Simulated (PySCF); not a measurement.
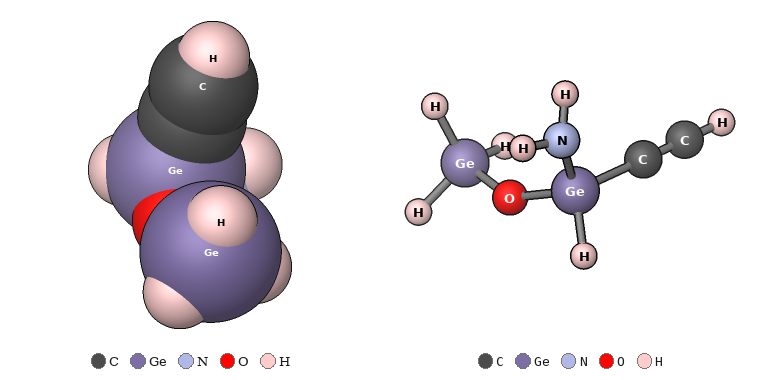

The same structure drawn twice, from different directions.

The computed structure is the end point of a GFN2-xTB optimisation. No frequency run is at hand to confirm it as a minimum.

Description:

The molecule is C2H7Ge2NO. Its SMILES string is `C#[C][Ge@@H]([NH2])[O][GeH3]`. Among its groups: alkyne. This geometry has C1 symmetry. Coordination, clear cases only: 2 C linear; 2 Ge tetrahedral; 1 O bent.

The parts below concern this one geometry. Atoms keep their numbers from picture to picture.

Geometry

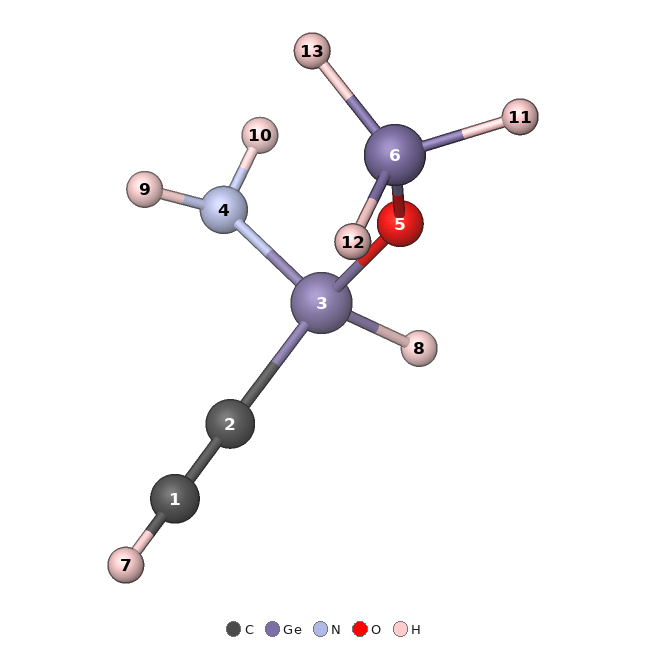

No frequency run is at hand to confirm it as a minimum.

Estimate the angles C2–C1–H7, C1–C2–Ge3, C2–Ge3–N4, C2–Ge3–O5, C2–Ge3–H8, N4–Ge3–O5, N4–Ge3–H8, O5–Ge3–H8, Ge3–N4–H9, Ge3–N4–H10, Ge3–O5–Ge6, O5–Ge6–H11, O5–Ge6–H12, O5–Ge6–H13.

```tsv
angle	degrees
C2–C1–H7	178.6
C1–C2–Ge3	177.1
C2–Ge3–N4	108.8
C2–Ge3–O5	109.2
C2–Ge3–H8	114.1
N4–Ge3–O5	112.6
N4–Ge3–H8	110.1
O5–Ge3–H8	102.1
Ge3–N4–H9	117.4
Ge3–N4–H10	116.1
Ge3–O5–Ge6	146.6
O5–Ge6–H11	103.2
O5–Ge6–H12	109.4
O5–Ge6–H13	108.9
```

Spin–spin coupling

No frequency run is at hand to confirm it as a minimum. Method: B3LYP/pcJ-1 (pcSseg-1 on Ge) indirect spin-spin coupling, non-relativistic, gas phase (PySCF 2.14.0). Isotopes: 13C, 1H, 15N, 17O.

Give the spin–spin coupling constants of these pairs, with the number of bonds between them: N4/H9, N4/H10, C2/N4, N4/H8, C1/N4.

| pair | bonds apart | J (Hz) |
| --- | --- | --- |
| N4, H9 | 1 | −75.3 |
| N4, H10 | 1 | −75.1 |
| C2, N4 | 2 | −5.2 |
| N4, H8 | 2 | −15.7 |
| C1, N4 | 3 | −1.2 |

Electronic properties

No frequency run is at hand to confirm it as a minimum. Level of theory: B3LYP/pcJ-1 (pcSseg-1 on Ge), gas phase (PySCF 2.14.0).

Question: What is the LUMO energy (Kohn–Sham orbital)?

Answer: −0.29 eV.

Question: What is the dipole moment?

Answer: 1.45 D.

Question: What is the HOMO energy (Kohn–Sham orbital)?

Answer: −7.25 eV.

Quadrupole coupling

No frequency run is at hand to confirm it as a minimum. Electric field gradients from the ground-state density, B3LYP/pcJ-1 (pcSseg-1 on Ge) (PySCF 2.14.0), non-relativistic apart from any core potentials.

Give the largest field-gradient component, the quadrupole coupling constant and the asymmetry for 73Ge at Ge3 (Q = −196 mb), 14N at N4 (Q = 20.44 mb), 17O at O5 (Q = −25.6 mb), 73Ge at Ge6 (Q = −196 mb), 2H at H7 (Q = 2.86 mb), 2H at H8 (Q = 2.86 mb).

```
atom  V_zz (a.u.)  e²qQ/h (MHz)     η
 Ge3       −1.137          52.4  0.92
  N4       −0.976         −4.69  0.16
  O5        1.386         −8.34  0.21
 Ge6        1.427         −65.7  0.10
  H7        0.372         0.250  0.00
  H8        0.158         0.106  0.02
```

The geometry is semi-empirical. Around Ge such bond lengths and angles can be off by a tenth of an ångström or more and by several degrees, and values that hang on the shape move with them.
